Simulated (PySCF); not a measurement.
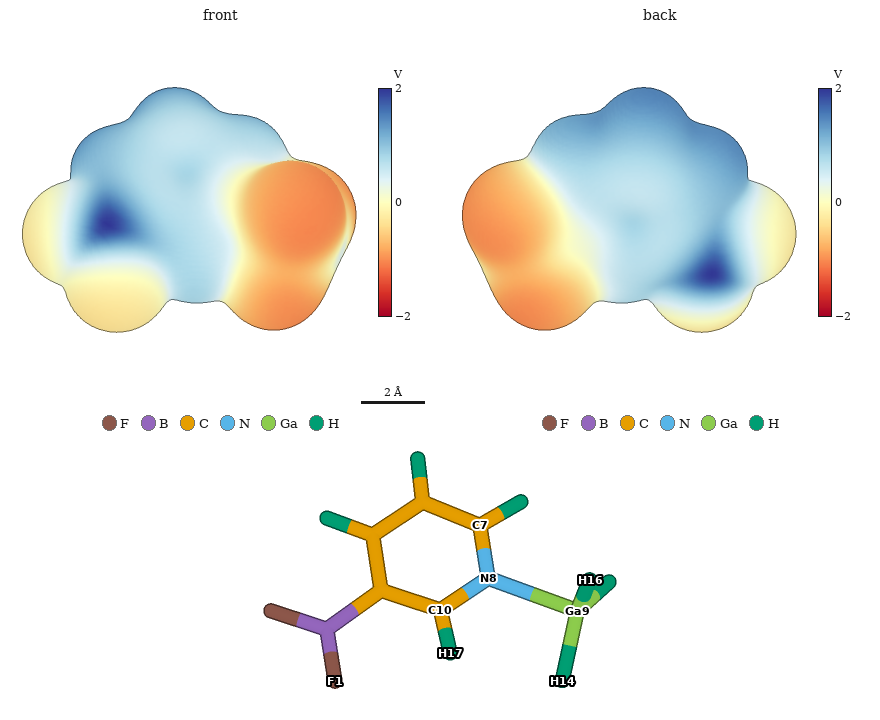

Figure 1: C$_{5}$H$_{7}$BF$_{2}$GaN. The molecular electrostatic potential painted on the density surface at 0.001 e/bohr³, seen from the front and from behind; red is negative and blue positive. The bare structure is drawn below in the same view.

Geometry: PBE0-D3(BJ)/def2-SVP.

Level of theory: B3LYP/def2-SVPD, SCF density, gas phase (PySCF 2.14.0).

```yaml
atoms:
  - { symbol: F, position_ang: [2.4282, 2.5543, -0.2750] }
  - { symbol: B, position_ang: [2.6161, 1.2636, -0.1058] }
  - { symbol: F, position_ang: [3.8542, 0.8146, -0.1028] }
  - { symbol: C, position_ang: [1.4208, 0.2890, 0.0843] }
  - { symbol: C, position_ang: [1.6126, -1.0872, 0.2658] }
  - { symbol: C, position_ang: [0.5107, -1.9201, 0.4275] }
  - { symbol: C, position_ang: [-0.7580, -1.3522, 0.4024] }
  - { symbol: N, position_ang: [-0.9490, -0.0397, 0.2327] }
  - { symbol: Ga, position_ang: [-2.9240, 0.7708, 0.2369] }
  - { symbol: C, position_ang: [0.1052, 0.7613, 0.0756] }
  - { symbol: H, position_ang: [2.6251, -1.4992, 0.2773] }
  - { symbol: H, position_ang: [0.6239, -2.9961, 0.5684] }
  - { symbol: H, position_ang: [-1.6631, -1.9557, 0.5147] }
  - { symbol: H, position_ang: [-2.6437, 2.0182, -0.6976] }
  - { symbol: H, position_ang: [-3.6714, -0.4880, -0.3685] }
  - { symbol: H, position_ang: [-3.0976, 1.0435, 1.7864] }
  - { symbol: H, position_ang: [-0.1186, 1.8225, -0.0688] }
```

Q: Describe the electrostatic potential map.

A: The most negative region (about −1.0 V) lies over H14, H15 and H16, the most positive (about +1.9 V) over B2.
